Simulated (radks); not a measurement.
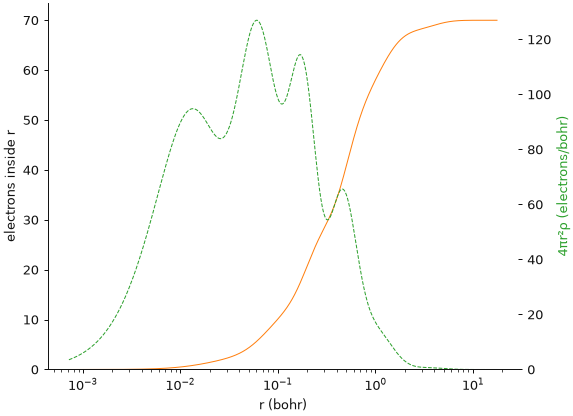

System: a free Yb atom, configuration [Xe] 4f14 6s2. Theory: scalar-relativistic Kohn-Sham, TASK exchange with Perdew-Wang LDA correlation, spin-polarised, spherical densities, finite nucleus (computed with the in-house radial solver radks).

```
Z 70
configuration [Xe] 4f14 6s2 5d0 6p0
relativity scalar-relativistic
functional task,pw
spin polarised
nucleus finite rms 5.3108 fm
c 137.035999084
```

Launched within a batch that task.json describes:
```bash
python run_ks.py task.json out
```

The plot shows the number of electrons inside radius r (solid) and the radial density 4πr²ρ (dashed).

**Describe it and give its main numbers.**

The count levels off at 70 electrons. Half of them lie within 0.413 bohr, 90 % within 1.37 bohr and 99 % within 4.54 bohr. The radial density has minima at 0.0258, 0.110 and 0.324 bohr, where the count stands at 1.9, 11.1 and 29.8; these part the shells that the density resolves.
